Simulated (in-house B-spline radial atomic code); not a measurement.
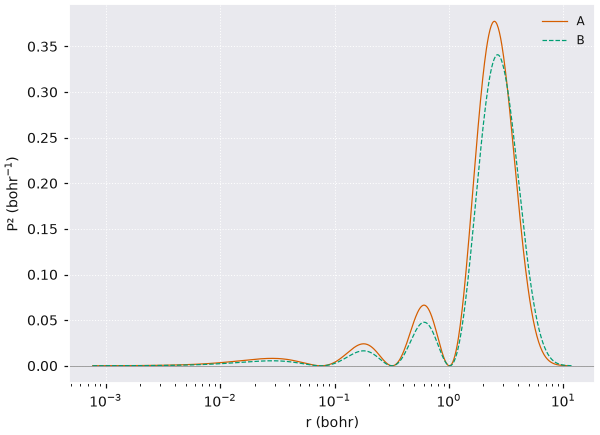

Atomic iron (Fe) in [Ar] 3d6 4s2 (high spin) was computed by two methods: BP86; Hartree-Fock. Both runs are scalar-relativistic, spin-polarised and spherical. Computed with an in-house B-spline radial code.

The plot shows P² of the 4s down orbital in both runs.

Question: Assign A and B.

Answer: A is BP86 (⟨r⟩ = 3.09 bohr, eigenvalue −5.03 eV); B is Hartree-Fock (⟨r⟩ = 3.36 bohr, eigenvalue −6.66 eV).
